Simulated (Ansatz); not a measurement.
## ZnO: pressure series

The parent structure is ZnO in the wurtzite structure (space group P6_3mc, No. 186; a = 3.230 Å, c = 5.214 Å).

Cell and atoms are relaxed at each pressure.

Level of theory: plane-wave PAW DFT at the PBEsol level (Ansatz, a first-principles code, 420 eV), spin-orbit coupling left out.

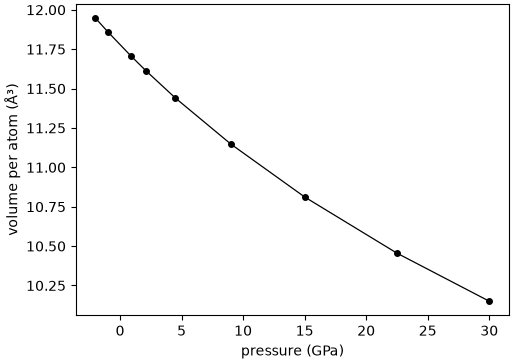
Volume against pressure

Estimate the zero-pressure bulk modulus from the plot.

About 140 GPa; a third-order Birch–Murnaghan fit to the points gives V₀ = 11.78 Å³/atom, B₀ = 145 GPa and B₀′ = 4.4.

Measured bulk modulus of ZnO: 143 GPa (temperature not stated; as listed in Cormac Toher et al., Physical Review Materials (2017)); the computed value is for a static lattice, so the two differ by thermal effects too.

Between the base and pressure 15 GPa the gap moves from 0.70 eV to 0.82 eV, a mean slope of 7.7 meV/GPa.

Load acts through the strain it causes; cell and atoms are relaxed under it. Stability against distortions was not tested. Measured, ZnO leaves this structure (for rock salt) near 9.1 GPa (temperature not stated; as listed in Datta, Sujoy, Jana, Debnarayan, arXiv (2020)), on rising pressure, with hysteresis.
